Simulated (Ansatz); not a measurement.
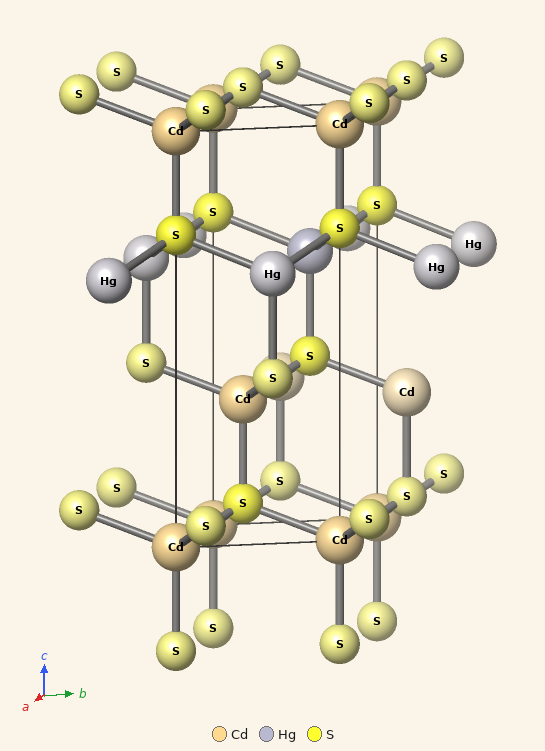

A ball-and-stick rendering, viewed slightly off an axis. The parallelepiped is the simulation cell. Periodic images bonded to atoms of the box are shown as well, in fainter colours.

The input file of the run:
```yaml
crystal:
  lattice:
    - [4.2083124797, 0.0, 0.0]
    - [-2.1041562398, 3.6445055145, 0.0]
    - [0.0, 0.0, 10.2898583358]
  atoms:
    - { symbol: Cd, position: [0.0, 0.0, 0.0016241073] }
    - { symbol: Cd, position: [0.6666666667, 0.3333333333, 0.3330594969] }
    - { symbol: Hg, position: [0.3333333333, 0.6666666667, 0.6658967157] }
    - { symbol: S, position: [0.0, 0.0, 0.752035573] }
    - { symbol: S, position: [0.3333333333, 0.6666666667, 0.4141796971] }
    - { symbol: S, position: [0.6666666667, 0.3333333333, 0.0832044101] }
basis:
  ecutwfc: 420
kpoints:
  mp_grid: { grid: [12, 12, 4] }
  band_path:
    path:
      - [[0.0, 0.0, 0.0], [0.5, 0.0, 0.0], [0.33333333, 0.33333333, 0.0], [0.0, 0.0, 0.0], [0.0, 0.0, 0.5], [0.5, 0.0, 0.5], [0.33333333, 0.33333333, 0.5], [0.0, 0.0, 0.5]]
      - [[0.5, 0.0, 0.5], [0.5, 0.0, 0.0]]
      - [[0.33333333, 0.33333333, 0.5], [0.33333333, 0.33333333, 0.0]]
    npoints: 14
hamiltonian:
  xc: pbe
scf:
  occupations: { method: gaussian, width: 0.02 }
  n_extra_bands: 15
output:
  forces: true
  stress: true
  eigenvalues: true
  populations: true
  dos: { projected: true, de: 0.02, nscf_kmesh: { grid: [18, 18, 6] } }
  bader: true
  write_density: true
  write_potential: true
  elf: true
  volumetric_format: npy
```
Run as:
```sh
ansatz run input.yaml --threads 1 --pin off --max-ram 2560MiB --backend cpu --events-out ev --progress --plain --runs-dir out
```

Setup: DFT PBE, scalar-relativistic, plane waves, PAW in Ansatz 0.2.0; 420 eV cutoff, k-grid 12×12×4, Gaussian smearing of 0.02 eV, no spin polarisation.

**How are the electrons shared out in a Bader analysis?**

Cd +0.86 e; Hg +0.53 e; S -0.85 to -0.62 e. The transfer is large, as in an ionic solid.

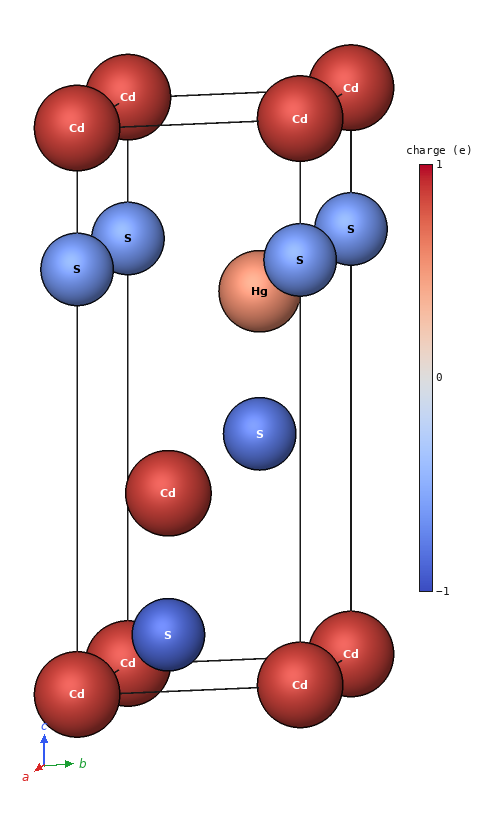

The atoms coloured by those charges.

The starting point was a structure type filled with these elements by a generator (whether the compound takes this form wasn't checked). Earlier steps of the study may have refined or changed the cell and positions. It went into a calculation with Ansatz.
